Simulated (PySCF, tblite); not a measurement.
**C₅H₆BCl: geometry, infrared bands and NMR shifts**

Aim: predict the infrared bands and NMR shifts of C₅H₆BCl (`C=C(C)C#CBCl`).

Programs: tblite 0.8.0 and PySCF 2.14.0, with density-fitted response routines of our own. Each step states its level of theory. These are calculated values for one molecule in the gas phase, unless marked as measured. Atoms are numbered from 0 throughout.

## 1. The starting structure

13 atoms, charge 0, multiplicity 1; geometry from: force field or distance geometry start.

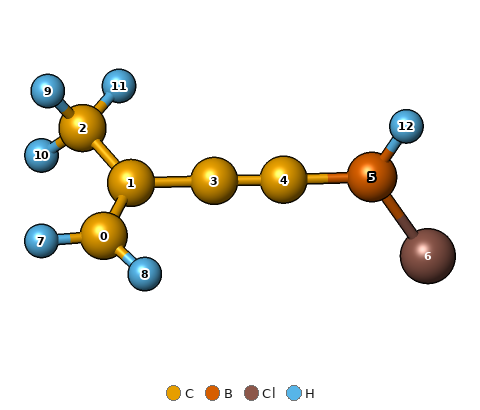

As it starts; carbon amber, boron orange, chlorine brown, hydrogen blue, atoms numbered.

## 2. Optimising the geometry with GFN2-xTB

The job: settings as JSON, then the geometry in Å.

```
{"job": {"kind": "relax", "xc": "GFN2-xTB", "basis": "xTB"}, "charge": 0, "multiplicity": 1}
C     -1.211000    -0.327600     1.587600
C     -0.912700    -0.079900     0.316200
C     -1.908500     0.062700    -0.749900
C      0.489800     0.043000    -0.016200
C      1.661200     0.152900    -0.270500
B      3.149800     0.303800    -0.610500
Cl     4.355800    -1.095100    -0.507500
H     -2.250000    -0.424700     1.928000
H     -0.394500    -0.420800     2.301500
H     -2.619800     0.886400    -0.540200
H     -2.510600    -0.839400    -0.930700
H     -1.422900     0.354500    -1.720300
H      3.569100     1.384600    -0.805300
```

Started as:

```console
> OMP_NUM_THREADS=1 python probes_run.py task.json out
```

One launch serves the whole session: the jobs run in the order shown.

**Question.** This job is followed by: GFN2-xTB harmonic vibrations, gas phase; GIAO PBE0/pcSseg-1 NMR shielding, non-relativistic, gas phase. What will the session give for the following? strongest single infrared mode (GFN2-xTB); zero-point energy (GFN2-xTB); 13C shifts against TMS (PBE0/pcSseg-1); 1H shifts against TMS (PBE0/pcSseg-1, means over atoms taken as alike); 11B shifts against BF3·OEt2 (PBE0/pcSseg-1); 35Cl shifts against HCl (PBE0/pcSseg-1).

**Answer**, as computed:

| quantity | value |
| --- | --- |
| strongest single infrared mode (GFN2-xTB) | 2265 cm⁻¹, 243 km/mol |
| zero-point energy (GFN2-xTB) | 57.6 kcal/mol |
| 13C shifts against TMS (PBE0/pcSseg-1) | 142.0, 134.8, 130.7, 107.6, 26.6 ppm |
| 1H shifts against TMS (PBE0/pcSseg-1, means over atoms taken as alike) | 6.22, 6.16, 6.10, 2.11 ppm |
| 11B shifts against BF3·OEt2 (PBE0/pcSseg-1) | 51.3 ppm |
| 35Cl shifts against HCl (PBE0/pcSseg-1) | 309 ppm |

Relaxing lowered the energy by 0.382 eV in 127 steps; the close pair that moved most is B5–Cl6, from 1.850 to 1.706 Å. No mode is imaginary among the 33: a minimum at this level. The strongest single mode, at 2265 cm⁻¹, moves mainly C3 and C4. GFN2-xTB is a fitted tight-binding method: band positions and strengths are rough. Its intensities can rank the bands wrongly. The most deshielded carbon is C0 (terminal =CH2 carbon), at 142.0 ppm: the olefinic region. At PBE0/pcSseg-1: Shielding is most anisotropic at Cl6 (span 800 ppm, paramagnetic term -507 ppm).
